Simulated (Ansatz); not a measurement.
# Cl3FGaH: what the fields show

```xyz
6

Ga   -0.2007    0.6413   -0.3142
Cl   -0.1920   -1.7148    0.7889
Cl   -0.9894    0.2440   -2.2394
Cl   -1.2420    1.8137    1.1098
H     1.0796   -1.4890    0.7744
F     1.5445    0.5049   -0.1194
```

The product side of a reaction path; geometry: PBE0-D4/def2-TZVP; a saddle point, not a minimum.

Theory: Ansatz, RKS PBE0-D4/def2-TZVPP.

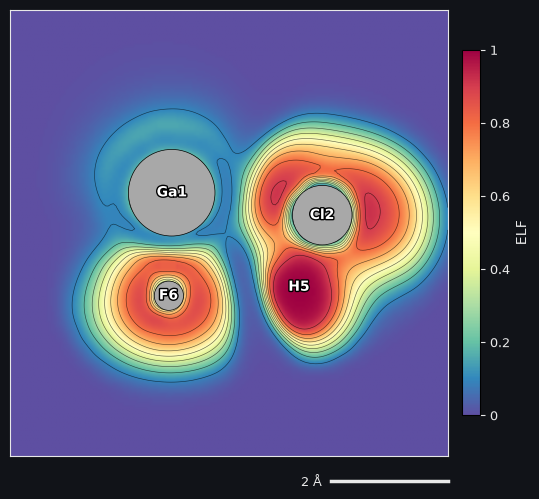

Figure 1. Electron localisation function on the plane of atoms Ga1, Cl2 and H5. Grey discs cover the atomic cores.

Question: Read the bonding off the picture.

Answer:
- The section cuts through Ga, Cl, H and F sites.
- Ga–F (1.76 Å): the ELF peaks at about 0.85 in the valence shell of F, 0.6 Å from its nucleus, and is about 0.15 at the midpoint.
- Cl–H (1.29 Å): the ELF climbs to about 1 towards the hydrogen, as it does in any bond to H (a covalent bond by its length).
- The ELF also peaks beside F6 and Cl2, away from the bonds: lone-pair regions.

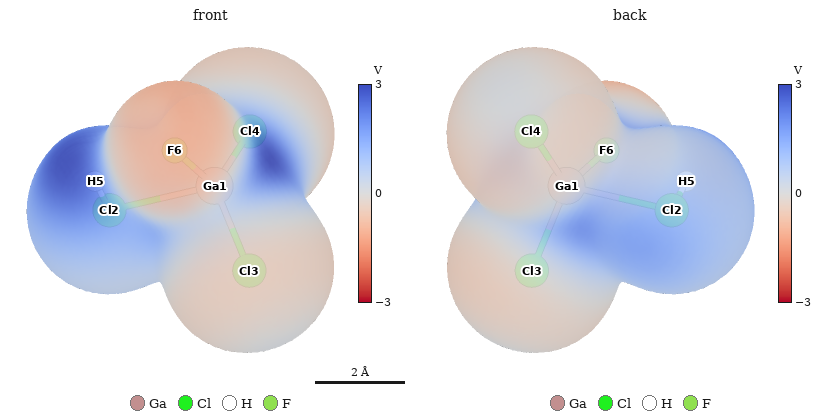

Figure 2. The molecular electrostatic potential painted on the density surface at 0.002 e/bohr³, seen from the front and from behind; the colour scale runs from red (negative) to blue (positive).

Question: Where is the surface potential most negative and most positive?

Answer: The most negative region (about −1.1 V, or −25 kcal/mol for a unit charge) lies over F6, the most positive (about +2.9 V, or +67 kcal/mol for a unit charge) over Ga1 and H5.

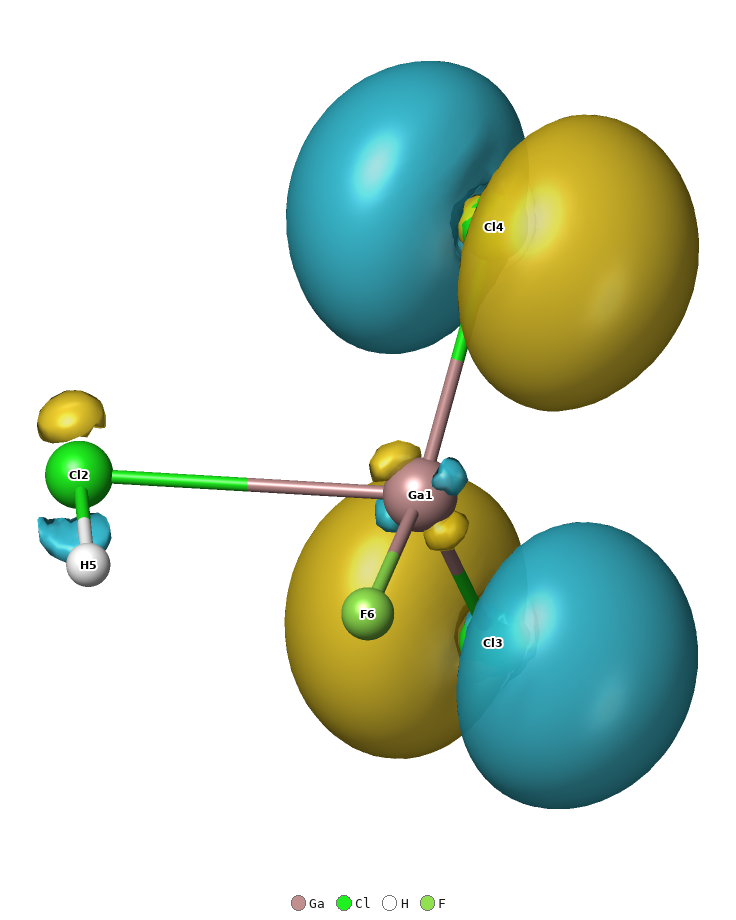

Figure 3. The HOMO−1 at ±0.1 Å⁻³ᐟ² (yellow and cyan are the two phases), seen at a tilt.

Question: Describe this orbital and give its energy.

Answer: It lies mainly on Cl3 (about 45 %), Cl4 (about 45 %) and Ga1 (about 5 %); largely a combination of lone pairs on Cl3 and Cl4. Its energy is −9.43 eV.
